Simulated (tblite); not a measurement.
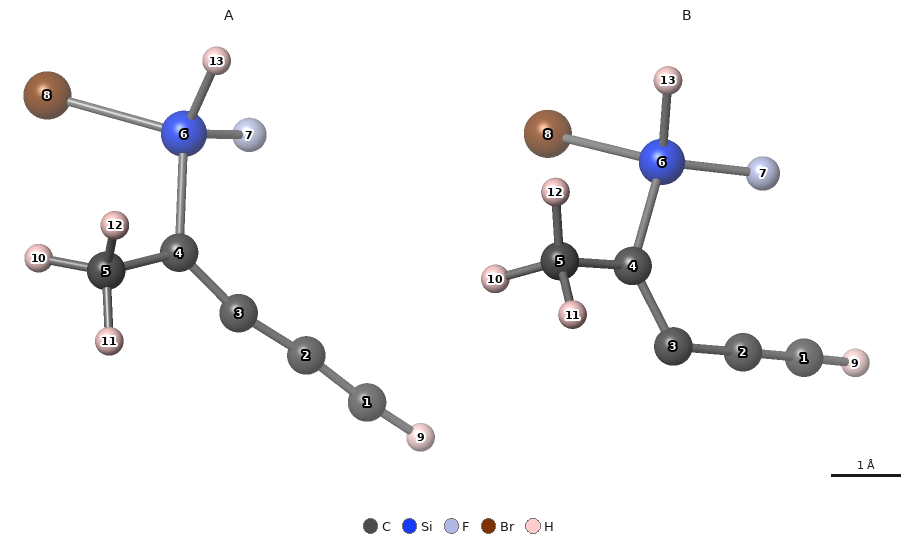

Two geometries of C$_{5}$H$_{5}$BrFSi (multiplicity 2), drawn at one scale. One is the start of a relaxation, the other its converged end. Style: ball-and-stick. Shown from a free direction.

All numbers below come from GFN2-xTB geometry optimisation, gas phase in tblite. 

Which one is relaxed?

Structure A is the relaxed one. Over 142 geometry steps the energy falls by 0.991 eV. The atom that moves furthest after the best rigid fit is H9 (1.30 Å). Largest moves by element: H 1.30 Å, F 1.10 Å, Br 1.07 Å, C 0.81 Å, Si 0.51 Å. Among the contacts that change: C2–C3 1.415 → 1.315 Å, Si6–F7 1.686 → 1.601 Å, C4–Si6 1.815 → 1.891 Å, Si6–H13 1.488 → 1.445 Å. Bond angles that change, for instance: C2–C3–C4 118.0° → 164.1°, C3–C4–C5 117.2° → 124.1°, C1–C2–C3 179.6° → 173.5°. Groups turn about C4–C5 by about 30°, C4–Si6 by about 25°. Cost: 1.7 s on 1 thread of Arm Neoverse N1, on a shared host.
